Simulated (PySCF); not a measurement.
## SiCl₄: frequency calculation

The run: frequency calculation of SiCl₄. Method and program: RKS-based PBE0, Si def2-TZVP, Cl def2-TZVP; non-relativistic Hamiltonian; density fitting (PySCF 2.14.0).

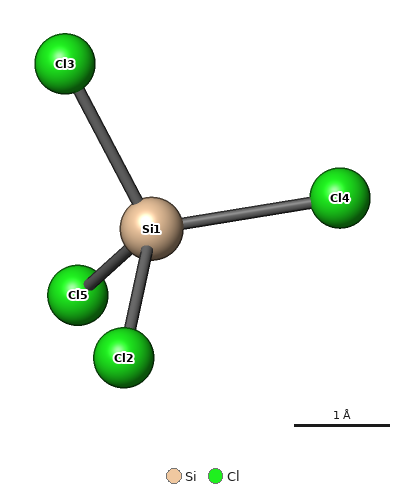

**Figure 1.** The structure (ball-and-stick view, seen at a tilt; atoms are numbered from 1 in the order of the input).

Input
```python
from pyscf import gto, scf, dft
mol = gto.M(atom='''
Si    -0.000000    -0.000000     0.000000
Cl     1.651162    -0.000000    -1.167548
Cl     0.000000     1.651162     1.167548
Cl    -1.651162     0.000000    -1.167548
Cl     0.000000    -1.651162     1.167548''',
    basis={'Si': 'def2-TZVP', 'Cl': 'def2-TZVP'},
    charge=0, spin=0)
mf = dft.RKS(mol, xc='PBE0')
mf.grids.atom_grid = (75, 302)
aux = {'Si': 'def2-universal-JKFIT', 'Cl': 'def2-universal-JKFIT'}
mf = mf.density_fit(auxbasis=aux)
mf.conv_tol = 1e-09
mf.diis_space = 10
mf.max_cycle = 60
mf.verbose = 4
mf.kernel()
```

The script is an equivalent of the set-up of the self-consistent field. The run itself was carried out by a driver, which started from the orbitals of the step before it where there was one and computed the further properties.

Hardware: 4 threads of Arm Neoverse V2, 24 GiB of memory available, shared host.

Launched with:
```bash
OMP_NUM_THREADS=4 python axn.py task.json out
```

The program's output
```
init E= -2129.84955973074
  HOMO = -0.350678139619429  LUMO = -0.0210195301033025  gap/eV = 8.97047
cycle= 1 E= -2129.84955973073  delta_E= 9.09e-13  |g|= 1.11e-06  |ddm|= 1.42e-06
  HOMO = -0.350678254090306  LUMO = -0.0210197354318531  gap/eV = 8.97047
Extra cycle  E= -2129.84955973074  delta_E= -2.73e-12  |g|= 1.49e-06  |ddm|= 1.78e-06
converged SCF energy = -2129.84955973074
```

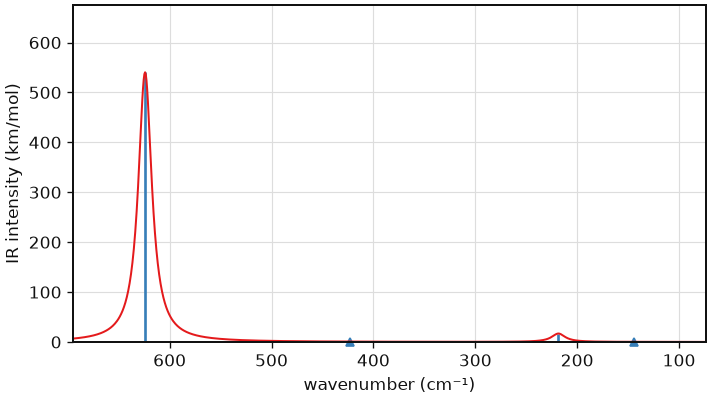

**Figure 2.** Harmonic infrared spectrum, unscaled: sticks (degenerate modes added up, dark ones marked on the axis) with a Lorentzian envelope of 16 cm⁻¹ full width, scaled to the tallest stick. 9 modes from 144 to 624 cm⁻¹, none imaginary. The strongest line is at 624 cm⁻¹ (540 km/mol). All modes, in cm⁻¹ (km/mol): 144 (0.0), 144 (0.0), 218 (5.6), 218 (5.6), 218 (5.6), 423 (0.0), 624 (180), 624 (180), 624 (180).

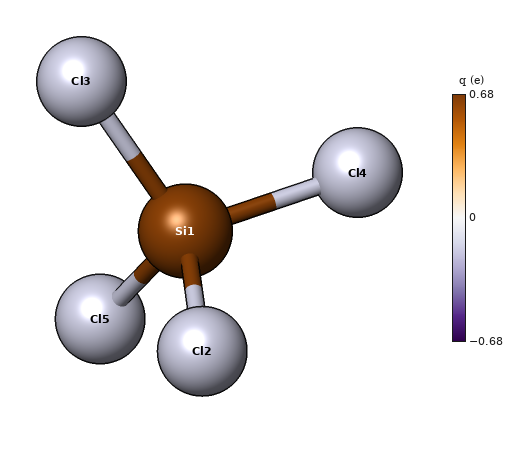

**Figure 3.** Mulliken charges, as the colour of each atom (ball-and-stick view, seen at a tilt; atoms are numbered from 1 in the order of the input; Mulliken charges depend strongly on the basis). By element: Si +0.65 and Cl −0.16 e.

Summary

```tsv
quantity	value
outcome	converged
total energy	−2129.849560 hartree
HOMO	−9.54 eV
LUMO	−0.57 eV
zero-point energy	0.007380 hartree
dipole moment	0.00 D
wavenumbers, lowest and highest	144 and 624 cm⁻¹
wall time	39 s (CPU time 2.1 min)
peak memory	2.1 GiB
```
